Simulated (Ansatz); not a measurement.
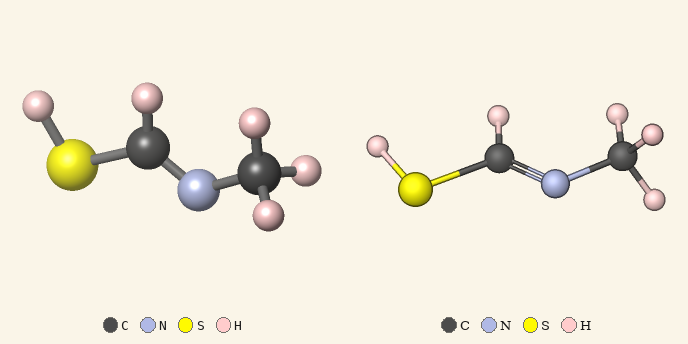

Two views of one molecule.

Computed geometry: PBE0-D4/def2-TZVP optimisation.

Describe the molecule.

Formula C₂H₅NS. SMILES: `C/N=C/S`. It has no ring. Among its groups: thiol, imine. This geometry has Cs symmetry. Coordination: 1 C tetrahedral; 1 N bent; 1 C trigonal planar; 1 S bent.

More results for the same structure follow; atom numbers are the same in all pictures, views and colours differ.

## Vibrations

Harmonic vibrations computed with RKS PBE0-D4/def2-TZVP (Ansatz 0.2.0) at a stationary point of the same level.

Question: How many vibrational modes are there, and where do they lie?

Answer: 21 modes: 196, 212, 268, 308, 432, 824, 924, 977, 1070, 1131, 1152, 1333, 1432, 1468, 1490, 1740, 2722, 2989, 3022, 3086, 3106 cm⁻¹.

## Levels of theory compared

Program: Ansatz 0.2.0.

At this fixed geometry, give HOMO energy (eV), dipole (D), HOMO–LUMO gap (eV) at these levels: B3LYP-D4/def2-TZVPP; PBE-D4/def2-TZVPP; r2SCAN-D4/def2-TZVPP; ωB97M-V/def2-TZVPP.

```
               level  HOMO energy (eV)  dipole (D)  HOMO–LUMO gap (eV)
 B3LYP-D4/def2-TZVPP             −6.83        2.37                6.37
   PBE-D4/def2-TZVPP             −5.92        2.25                4.67
r2SCAN-D4/def2-TZVPP             −6.14        2.37                5.08
  ωB97M-V/def2-TZVPP             −9.18        2.43               11.15
```

## Charges

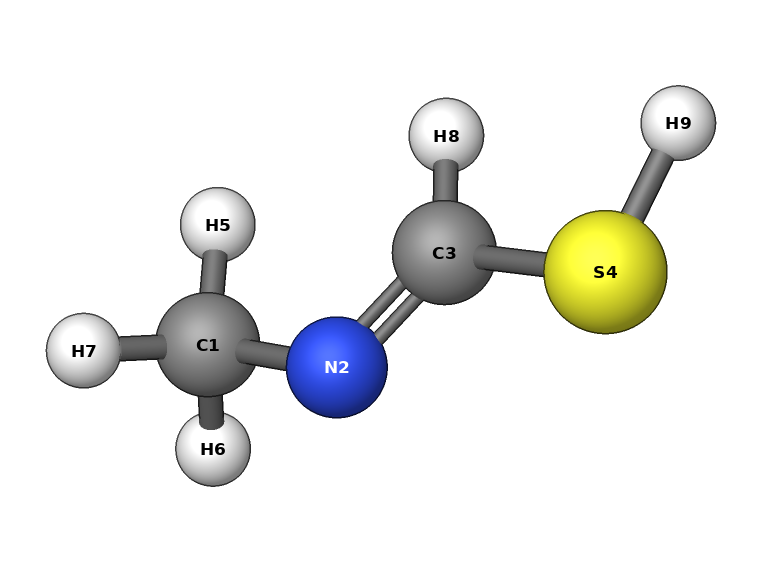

The questions are on Mulliken charges. Level of theory: RKS ωB97M-V/def2-TZVPP (Ansatz 0.2.0).

Question: Which atom carries the highest charge (most positive or least negative)?

Answer: H6, H7 (0.12 e).

Question: And the lowest?

Answer: N2 (−0.21 e).

Give the Mulliken charges atom by atom.

```csv
atom,value (e)
C1,−0.19
N2,−0.21
C3,−0.04
S4,−0.04
H5,0.07
H6,0.12
H7,0.12
H8,0.07
H9,0.10
```

Mulliken values depend strongly on the basis set and can even reverse the polarity of a bond.
